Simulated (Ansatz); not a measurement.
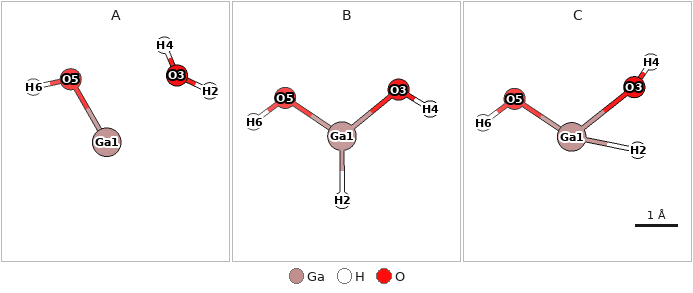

3 geometries from a converged minimum-energy path of GaH$_{3}$O$_{2}$, shuffled. A ball-and-stick model, seen at a tilt.

Level of theory: RKS PBE-D4/def2-SVP in Ansatz 0.2.0. Run with 5 movable images; climbing image; force threshold 0.05 eV/Å; iteration limit 60; starting path through a guess of the saddle point.

Question: Which frame is the top of the path?

Answer: C. In order along the path, whose images run from 0 to 6: B (image 0, 0.00 eV), C (image 3, +1.95 eV), A (image 5, +0.13 eV). Breaking: Ga1–H2 (1.57 → 1.64 at the top → 2.87 Å), Ga1–O3 (1.80 → 1.96 at the top → 2.36 Å). Forming: H2–O3 (2.99 → 1.52 at the top → 0.98 Å).
